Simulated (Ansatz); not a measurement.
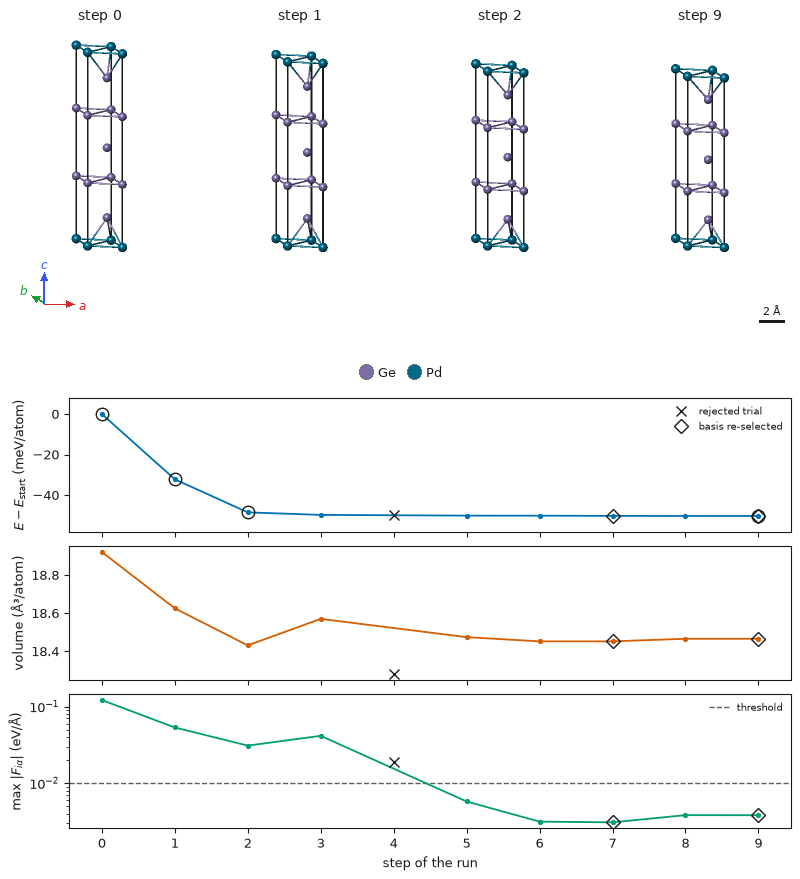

Frames of a relaxation of a crystal of Ge$_{5}$Pd (a generated structure, set up in P-6m2), marked on the history of the run. A ball-and-stick model of the cell of the calculation, seen slightly off an axis.

Computed with Ansatz, DFT PBE, scalar-relativistic, plane waves, PAW. (plane-wave cutoff 420 eV; k-point mesh 18 × 18 × 4; occupations gaussian; smearing width 0.1 eV; no spin polarisation; cell and atoms relaxed; force threshold 0.01 eV/Å; at most 80 steps)

Describe the path.

The energy falls by 50.3 meV per atom in 6 accepted moves (9 points after the start). The largest force component goes from 0.12 to 0.0038 eV/Å. Pressure: 0.04 GPa at the start and −0.01 GPa at the end. The line search rejected the trial step at point 4 of the run. At 2 points the geometry stayed and the basis and grid were re-selected for the new cell (energy shift of 0.1 meV per atom at most each time). The largest moves relative to the cell, 0.086 Å, are those of Ge atoms. Pd stays in place. The volume changes by −2.4 %, with a = b 2.864 → 3.024 Å (+5.6 %), c 15.979 → 13.995 Å (−12.4 %). Among the contacts that change: Ge–Ge 2.864 → 3.024 Å, Pd–Pd 2.864 → 3.024 Å, Ge–Pd 2.777 → 2.685 Å. Bond angles that change, for instance: Pd–Ge–Pd 62.1° → 68.5°. The space group stays P-6m2 (No. 187). Cost: 13 min on 1 thread of Arm Neoverse V1 (shared host), peak memory 0.73 GiB. From step 0 to 1: Ge atoms move most (0.04 Å), volume −1.6 %, energy −32.2 meV per atom. From step 1 to 2: Ge atoms move most (0.07 Å), volume −1.0 %, energy −16.3 meV per atom. From step 2 to 9: Ge atoms move most (0.02 Å), volume +0.2 %, energy −1.8 meV per atom.

```json
{"step": "0", "E − E(0), meV/atom": "0.00", "largest force component, eV/Å": "0.1216", "pressure, GPa": "0.04", "volume, Å³/atom": "18.921", "note": ""}
{"step": "1", "E − E(0), meV/atom": "-32.18", "largest force component, eV/Å": "0.0534", "pressure, GPa": "0.27", "volume, Å³/atom": "18.625", "note": ""}
{"step": "2", "E − E(0), meV/atom": "-48.49", "largest force component, eV/Å": "0.0309", "pressure, GPa": "0.20", "volume, Å³/atom": "18.431", "note": ""}
{"step": "3", "E − E(0), meV/atom": "-49.73", "largest force component, eV/Å": "0.0415", "pressure, GPa": "-0.25", "volume, Å³/atom": "18.570", "note": ""}
{"step": "4", "E − E(0), meV/atom": "-49.77", "largest force component, eV/Å": "0.0187", "pressure, GPa": "0.65", "volume, Å³/atom": "18.280", "note": "rejected"}
{"step": "5", "E − E(0), meV/atom": "-50.09", "largest force component, eV/Å": "0.0058", "pressure, GPa": "-0.04", "volume, Å³/atom": "18.474", "note": ""}
{"step": "6", "E − E(0), meV/atom": "-50.12", "largest force component, eV/Å": "0.0031", "pressure, GPa": "0.04", "volume, Å³/atom": "18.452", "note": ""}
{"step": "7", "E − E(0), meV/atom": "-50.22", "largest force component, eV/Å": "0.0031", "pressure, GPa": "0.08", "volume, Å³/atom": "18.452", "note": "same geometry, new basis"}
{"step": "8", "E − E(0), meV/atom": "-50.25", "largest force component, eV/Å": "0.0038", "pressure, GPa": "-0.01", "volume, Å³/atom": "18.466", "note": ""}
{"step": "9", "E − E(0), meV/atom": "-50.25", "largest force component, eV/Å": "0.0038", "pressure, GPa": "-0.01", "volume, Å³/atom": "18.466", "note": "same geometry, new basis"}
```
